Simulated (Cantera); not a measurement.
Charge: 1 mol PbCl₂, 0.76 mol HCl, 19 mol H₂, equilibrated at 0.0100 bar.

Cantera equilibrium calculation (NASA polynomials, part measured and part estimated; ideal gas, pure solids and liquids). Candidate condensed phases: Pb, PbCl₂; 10 gas species. The tables' values for PbCl₄ are old estimates; treat these amounts as uncertain. Kinetics and transport are ignored.

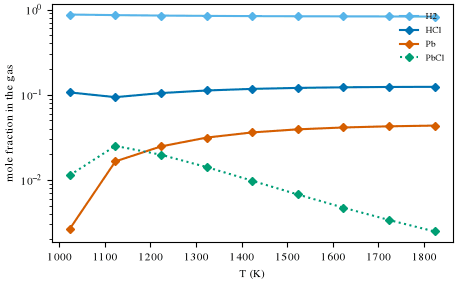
Equilibrium gas composition (values under 1e-9 drawn at 1e-9)

At 1023 K the condensed part is Pb(l). From 1123 K to 1823 K nothing is condensed. The main Pb-bearing gas is PbCl at 1023 K and Pb at 1823 K.
